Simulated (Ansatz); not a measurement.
# H2S: the cost of one run

Computed with Ansatz 0.2.0 (the levels named in each step, unless a step's input says otherwise).

## 1. Starting point

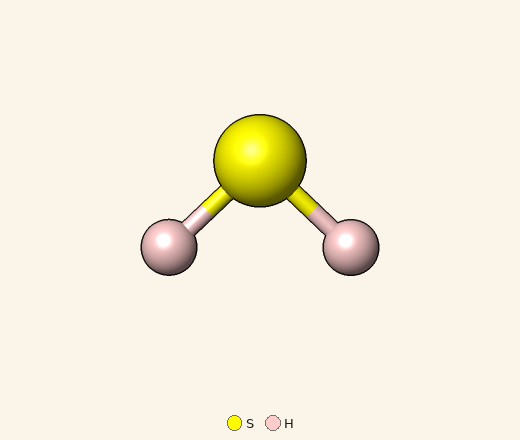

The starting structure, seen from a chosen angle (sulfur yellow, hydrogen pink).

Structure file:

```xyz
3

S    -0.0028    0.0543   -0.0003
H    -0.9111   -0.9131   -0.0005
H     1.0013   -0.8131    0.0095
```

## 2. A rough first relaxation, PBE-D4/def2-SVP

input.yaml reads:

```yaml
crystal:
  periodic: [false, false, false]
  atoms:
    - { symbol: S, position_ang: [-0.00278, 0.05427, -0.00028] }
    - { symbol: H, position_ang: [-0.91111, -0.91311, -0.00051] }
    - { symbol: H, position_ang: [1.00131, -0.81312, 0.0095] }
magnetization:
  spin_polarized: true
  initial_magnetization: 1
total_charge: 1
basis:
  gaussian: { orbitals: def2-SVP }
hamiltonian:
  xc: pbe
  dispersion: d4
relax:
  f_tol: 0.03
  max_steps: 200
```

Started as:

```bash
$ ansatz run input.yaml --threads 2 --pin off --max-ram 5120MiB --backend cpu --events-out ev --progress --plain --runs-dir out
```

What time and memory should one allow on 2 threads of Intel Xeon at 2.50GHz (Skylake/Cascade Lake), shared host?

About 12 s, with a peak of 0.099 GiB.
